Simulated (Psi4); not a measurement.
**One shape, several levels: CH4BS (SMILES [BH]SC)**

We compute a comparison of 4 runs (UHF/3-21G, UHF/6-31+G*, UB3LYP/6-31G*) of CH4BS. 

Program for the calculation: Psi4 1.11.

2 further runs of the same task are left out: 2 set aside as unsound or not needed.

**1. Starting point**

CH4BS has 7 atoms, charge 0, and is taken as a doublet. As SMILES, `[BH]SC`. The shape is that of a GFN2-xTB optimisation. This is one conformer, not always the lowest.

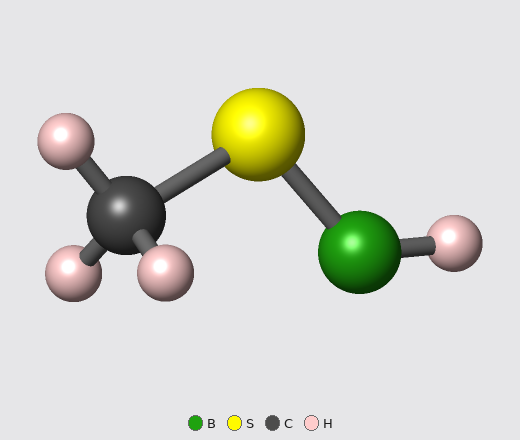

The structure, seen from a chosen angle (boron green, sulfur yellow, carbon dark grey, hydrogen pink).

**2. Energy and forces at UHF/3-21G (run 1)**

job.in reads:

```
memory 1600 MB

molecule {
  0 2
  B
  S 1 r2
  C 2 r3 1 a3
  H 1 r4 2 a4 3 d4
  H 3 r5 2 a5 1 d5
  H 3 r6 5 a6 2 d6
  H 3 r7 6 a7 5 d7

  r2 = 1.699722
  r3 = 1.865615
  a3 = 105.52015
  r4 = 1.156777
  a4 = 128.13904
  d4 = 179.94465
  r5 = 1.084397
  a5 = 108.88329
  d5 = -67.10573
  r6 = 1.083789
  a6 = 110.84376
  d6 = -120.14279
  r7 = 1.08395
  a7 = 110.62947
  d7 = 122.7703
  symmetry c1
  no_reorient
  no_com
}

set basis 3-21G
set reference uhf
set puream true
set e_convergence 1e-09
set d_convergence 1e-08
set scf_type pk
set maxiter 200

result, w = gradient("hf", return_wfn=True)
oeprop(w, "DIPOLE", "QUADRUPOLE", "WIBERG_LOWDIN_INDICES")
```

On the command line:

```bash
psi4 job.in job.out -n 1
```

job.out:

```text
[...]
  Running in c1 symmetry.
[...]
  Nuclear repulsion =   87.016685052371315
[...]
  Multiplicity = 2
[...]
  Nalpha       = 16
  Nbeta        = 15
[...]
    Number of basis functions: 39
[...]
   @UHF iter   1:  -459.99084055365034   -6.42644e-01   4.46560e-03 DIIS/ADIIS
[...]
   @UHF iter  15:  -460.02476112454099   -1.36424e-12   7.23697e-09 DIIS
[...]
   @S^2 Observed:                7.609442095E-01
[...]
  @UHF Final Energy:  -460.02476112454099
   => Energetics <=
    Nuclear Repulsion Energy =             87.0166850523713151
    One-Electron Energy =                -805.7015139487795068
    Two-Electron Energy =                 258.6600677718671477
    Total Energy =                       -460.0247611245409871
  UHF NO Occupations:
  HONO-2 :   14  A 1.9981947
  HONO-1 :   15  A 1.9971335
[...]
  -Total Gradient:
     Atom            X                  Y                   Z
    ------   -----------------  -----------------  -----------------
       1       -0.000170812999     0.011739767696     0.041112885778
       2       -0.000085245778    -0.013693216010    -0.042491281426
       3        0.000749260530     0.016201478947    -0.004795985933
       4        0.000111772385    -0.011178089287     0.005594123924
       5       -0.004752319968    -0.001380141778    -0.001651229748
       6        0.003844416936    -0.001555043616    -0.002613299351
       7        0.000302928894    -0.000134755957     0.004844786754
[...]
 Multipole Moments:
 ------------------------------------------------------------------------------------
     Multipole            Electronic (a.u.)      Nuclear  (a.u.)        Total (a.u.)
 ------------------------------------------------------------------------------------
 L = 1.  Multiply by 2.5417464519 to convert [e a0] to [Debye]
 Dipole X            :          0.0018693           -0.0034792           -0.0016099
 Dipole Y            :          3.1609285           -3.8219982           -0.6610697
 Dipole Z            :         -1.5814302            1.6841831            0.1027529
 Magnitude           :                                                    0.6690096
 L = 2.  Multiply by 1.3450342976 to convert [e a0^2] to [Debye ang]
 Quadrupole XX       :        -26.0446647            5.6879735          -20.3566912
 Quadrupole XY       :         -0.0122339            0.0092241           -0.0030098
[...]
```

It took 1.6 s on 1 thread of AMD EPYC 9R45 (Zen 5), shared host; peak memory 0.18 GiB.

**3. Energy and gradient at UHF/6-31+G(d) (spherical functions) (run 2)**

run.py reads:

```python
import psi4

psi4.set_memory(1600000000)
psi4.set_num_threads(1)
psi4.core.set_output_file('run.log', False)

m = psi4.geometry("""
0 2
B     -1.704520    -0.370370    -0.327470
S     -0.280580    -0.951870     0.395930
C      1.000390     0.374800     0.113830
H     -2.739450    -0.884260    -0.381960
H      1.216570     0.433990    -0.947150
H      0.621480     1.320500     0.483530
H      1.886100     0.077210     0.663290
symmetry c1
""")

psi4.set_options({
    'basis': '6-31+G*',
    'reference': 'uhf',
    'puream': True,
    'e_convergence': 1e-09,
    'd_convergence': 1e-08,
    'scf_type': 'pk',
    'maxiter': 200,
})

result, w = psi4.gradient('scf', return_wfn=True)
psi4.oeprop(w, 'WIBERG_LOWDIN_INDICES', 'MAYER_INDICES', 'MULLIKEN_CHARGES')
print('gradient / Eh bohr^-1')
print(result.np.round(6))
print(f'energy = {w.energy():.10f} Eh')
```

On the command line:

```bash
python run.py
```

run.log:

```text
[...]
  Running in c1 symmetry.
[...]
  Nuclear repulsion =   87.016693227217090
[...]
  Multiplicity = 2
[...]
  Nalpha       = 16
  Nbeta        = 15
[...]
    Number of basis functions: 66
[...]
   @UHF iter   1:  -462.28304029634751   -6.77329e-01   3.77721e-03 ADIIS/DIIS
[...]
   @UHF iter  16:  -462.34465295818723   -3.01270e-12   5.90627e-09 DIIS
[...]
   @S^2 Observed:                7.614786935E-01
[...]
  @UHF Final Energy:  -462.34465295818723
   => Energetics <=
    Nuclear Repulsion Energy =             87.0166932272170897
    One-Electron Energy =                -808.6044059067155558
    Two-Electron Energy =                 259.2430597213112833
    Total Energy =                       -462.3446529581872255
  UHF NO Occupations:
  HONO-2 :   14  A 1.9977748
  HONO-1 :   15  A 1.9974281
[...]
 Multipole Moments:
 ------------------------------------------------------------------------------------
     Multipole            Electronic (a.u.)      Nuclear  (a.u.)        Total (a.u.)
 ------------------------------------------------------------------------------------
 L = 1.  Multiply by 2.5417464519 to convert [e a0] to [Debye]
 Dipole X            :         -2.7772826            3.2462323            0.4689497
 Dipole Y            :         -2.2168157            2.6061593            0.3893436
 Dipole Z            :          0.2813754           -0.3377306           -0.0563552
 Magnitude           :                                                    0.6121096
[...]
  -Total Gradient:
     Atom            X                  Y                   Z
    ------   -----------------  -----------------  -----------------
       1        0.014263118807    -0.019972911768     0.014295012768
       2       -0.034369039575     0.003761227353    -0.012586325163
       3        0.010106410745     0.008454360918    -0.000217541190
       4        0.010930999960     0.007667426534    -0.000459677772
       5       -0.000354427076    -0.000992952223    -0.003926451341
       6       -0.002578645859     0.002472305052     0.001405311107
       7        0.002001582998    -0.001389455865     0.001489671591
[...]
```

The script printed:

```text
gradient / Eh bohr^-1
[[ 0.014263 -0.019973  0.014295]
 [-0.034369  0.003761 -0.012586]
 [ 0.010106  0.008454 -0.000218]
 [ 0.010931  0.007667 -0.00046 ]
 [-0.000354 -0.000993 -0.003926]
 [-0.002579  0.002472  0.001405]
 [ 0.002002 -0.001389  0.00149 ]]
energy = -462.3446529582 Eh
```

Run time: 2.9 s. Hardware: 1 thread of AMD EPYC 9R45 (Zen 5), shared host; peak memory 0.22 GiB.

Run 3 isn't shown in full; the table further down has it.

**4. The energy at UB3LYP/6-31G(d) (Cartesian functions) (run 4)**

input.inp reads:

```
memory 1600 MB

molecule {
  0 2
  B     -1.704520    -0.370370    -0.327470
  S     -0.280580    -0.951870     0.395930
  C      1.000390     0.374800     0.113830
  H     -2.739450    -0.884260    -0.381960
  H      1.216570     0.433990    -0.947150
  H      0.621480     1.320500     0.483530
  H      1.886100     0.077210     0.663290
  symmetry c1
}

set {
  basis 6-31G*
  reference uks
  puream false
  e_convergence 1e-09
  d_convergence 1e-08
  scf_type pk
  dft_radial_points 99
  dft_spherical_points 590
  maxiter 200
}

energy('b3lyp')
print_variables()
```

On the command line:

```bash
psi4 input.inp input.out -n 1
```

input.out:

```text
[...]
  Running in c1 symmetry.
[...]
  Nuclear repulsion =   87.016693227217090
[...]
  Multiplicity = 2
[...]
  Nalpha       = 16
  Nbeta        = 15
[...]
    Number of basis functions: 57
[...]
   @UKS iter   1:  -463.34482482697575   -3.22281e-01   9.00959e-03 ADIIS/DIIS
[...]
   @UKS iter  13:  -463.49591248927464   -9.09495e-13   4.16320e-09 DIIS
[...]
   @S^2 Observed:                7.540033671E-01
[...]
    Orbital Energies [Eh]
    ---------------------
    Alpha Occupied:
       1A    -88.890221     2A    -10.220736     3A     -7.953593
       4A     -6.774603     5A     -5.917071     6A     -5.913228
       7A     -5.911424     8A     -0.790670     9A     -0.669858
      10A     -0.482229    11A     -0.441419    12A     -0.439988
      13A     -0.376524    14A     -0.343399    15A     -0.282420
      16A     -0.189302
    Alpha Virtual:
      17A     -0.036845    18A      0.040501    19A      0.105641
      20A      0.137405    21A      0.143803    22A      0.157997
      23A      0.213239    24A      0.321623    25A      0.360248
[...]
  @UKS Final Energy:  -463.49591248927464
   => Energetics <=
    Nuclear Repulsion Energy =             87.0166932272170897
    One-Electron Energy =                -808.9827535644392356
    Two-Electron Energy =                 288.0348448522889839
    DFT Exchange-Correlation Energy =     -29.5646970043414186
    Empirical Dispersion Energy =           0.0000000000000000
    VV10 Nonlocal Energy =                  0.0000000000000000
    Total Energy =                       -463.4959124892746445
[...]
 Multipole Moments:
 ------------------------------------------------------------------------------------
     Multipole            Electronic (a.u.)      Nuclear  (a.u.)        Total (a.u.)
 ------------------------------------------------------------------------------------
 L = 1.  Multiply by 2.5417464519 to convert [e a0] to [Debye]
 Dipole X            :         -2.7283054            3.2462323            0.5179269
 Dipole Y            :         -2.2679256            2.6061593            0.3382336
 Dipole Z            :          0.3201504           -0.3377306           -0.0175802
 Magnitude           :                                                    0.6188371
[...]
```

Wall time 13 s (1 thread of AMD EPYC 9R45 (Zen 5), shared host); peak memory 0.81 GiB.

**5. Overview of the runs**

| run | level | integration grid | task | energy (Eh) | dipole moment (D) | HOMO energy (eV) | LUMO energy (eV) | wall time |
| --- | --- | --- | --- | --- | --- | --- | --- | --- |
| 1 | UHF/3-21G | – | gradient | -460.024761 | 1.70 | -8.82 | 2.34 | 1.6 s |
| 2 | UHF/6-31+G* (spherical functions) | – | gradient | -462.344653 | 1.56 | -8.75 | 1.24 | 2.9 s |
| 3 | UB3LYP/6-31G* (spherical functions) | 99 radial × 590 angular | gradient | -463.491883 | 1.57 | -5.15 | -1.55 | 14 s |
| 4 | UB3LYP/6-31G* (Cartesian functions) | 99 radial × 590 angular | energy | -463.495912 | 1.57 | -5.15 | -1.55 | 13 s |

**6. Summary of results**

| quantity | value |
| --- | --- |
| run 4: total energy | -463.49591 Eh |
| run 4: dipole moment | 1.57 D |
| run 4: HOMO energy (highest over α and β) | -5.15 eV |
| run 4: LUMO energy (lowest over α and β) | -1.55 eV |
| run 4: ⟨S²⟩ | 0.754 |

The dipole moment (its size) runs from 1.56 D (UHF/6-31+G*) to 1.70 D (UHF/3-21G). All runs together took 31 s, the longest 14 s.
